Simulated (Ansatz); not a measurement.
Input

```
crystal:
  periodic: [false, false, false]
  atoms:
    - {symbol: C, position_ang: [-0.992704, 0.514292, 1.884119]}
    - {symbol: C, position_ang: [-0.639122, -0.160484, 0.525924]}
    - {symbol: Al, position_ang: [0.982365, 0.247804, 1.637945]}
    - {symbol: H, position_ang: [-1.454984, 1.518769, 1.807288]}
    - {symbol: H, position_ang: [-1.576825, -0.113879, 2.586136]}
    - {symbol: H, position_ang: [-0.885167, 0.434848, -0.376102]}
    - {symbol: H, position_ang: [-1.009665, -1.197796, 0.402342]}
    - {symbol: H, position_ang: [1.741090, -0.962143, 2.437111]}
    - {symbol: H, position_ang: [1.929304, 1.524699, 1.249215]}
basis:
  gaussian:
    orbitals: def2-TZVPD
total_charge: -1
hamiltonian:
  xc: pbe0
output: {forces: true, orbitals: {seedname: orbitals}}
```

Command:

```sh
ansatz run input.yaml --threads 2 --pin off --max-ram 4350MiB --events-out events.jsonl --progress --plain --runs-dir runs
```

Geometry: PBE-D3(BJ)/def2-SVPD.

Method: isolated molecule in a Gaussian basis; Kohn-Sham density functional theory, functional PBE0 in Ansatz 0.2.0.

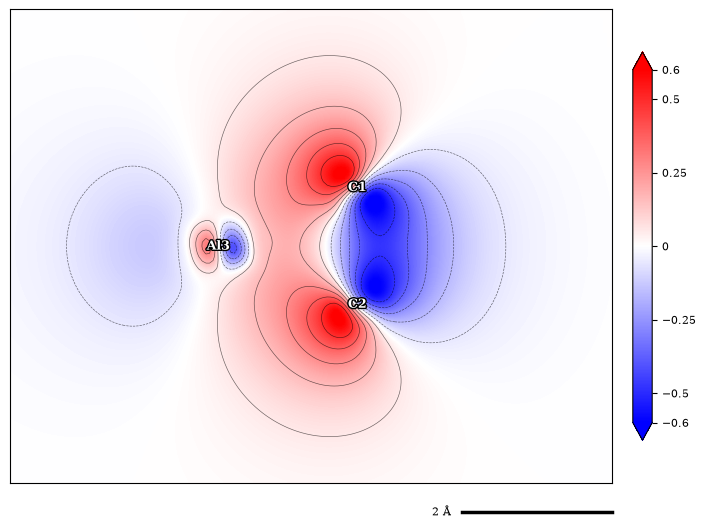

C2H6Al (SMILES [CH2]1[CH2][AlH2-]1) (charge −1). The HOMO−1 on the plane of atoms C1, C2 and Al3 (values in Å⁻³ᐟ²; the overall sign is arbitrary).

Describe this orbital and give its energy.

Answer. It lies mainly on C1 (about 30 %), C2 (about 30 %), Al3 (about 15 %), H8 (about 5 %) and H9 (about 5 %). Its energy is −2.26 eV.
